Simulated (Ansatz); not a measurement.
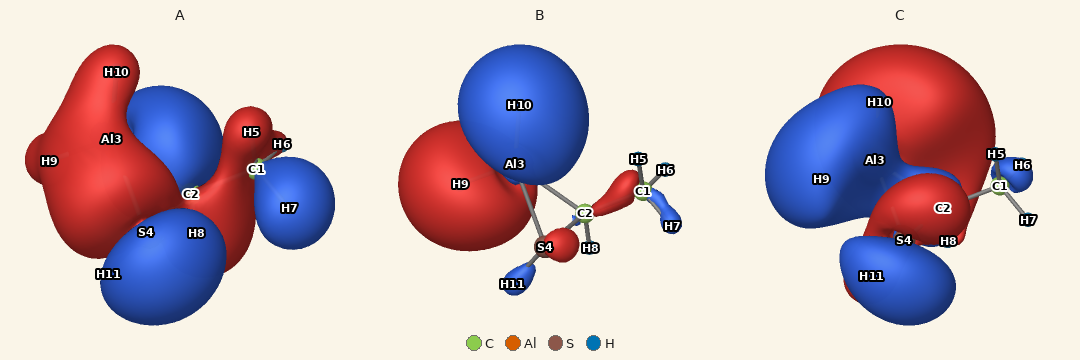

The picture shows: C2H7AlS. Three frontier orbitals at ±0.06 Å⁻³ᐟ² (red and blue are the two phases), in no order.

Geometry: PBE0-D4/def2-TZVP.

Theory: RKS PBE0-D4/def2-TZVPP (Ansatz).

```yaml
atoms:
  - { symbol: C, position_ang: [-0.7149, 1.1941, -0.6503] }
  - { symbol: C, position_ang: [-0.4906, -0.1091, 0.0838] }
  - { symbol: Al, position_ang: [1.1356, -0.4286, 1.1389] }
  - { symbol: S, position_ang: [0.4234, -1.2912, -1.0564] }
  - { symbol: H, position_ang: [0.2275, 1.6464, -0.9721] }
  - { symbol: H, position_ang: [-1.1933, 1.9047, 0.0291] }
  - { symbol: H, position_ang: [-1.3548, 1.0842, -1.5317] }
  - { symbol: H, position_ang: [-1.4274, -0.5944, 0.3532] }
  - { symbol: H, position_ang: [1.1468, -1.6393, 2.1651] }
  - { symbol: H, position_ang: [2.3158, 0.6163, 0.9665] }
  - { symbol: H, position_ang: [-0.0030, -2.4400, -0.5054] }
```

**Which picture is the HOMO−1, the HOMO and the LUMO?**

B is the HOMO−1 (−8.14 eV). It lies mainly on Al3 (about 35 %), H9 (about 30 %) and H10 (about 30 %). A is the HOMO (−6.96 eV). It lies mainly on C2 (about 30 %), S4 (about 30 %) and Al3 (about 20 %); π-antibonding (π*) across C2–S4. C is the LUMO (−0.31 eV). By Hirshfeld shares it lies mainly on Al3 (about 55 %), S4 (about 20 %) and C2 (about 10 %).

**What is the HOMO–LUMO gap?**

6.65 eV between the orbital energies.
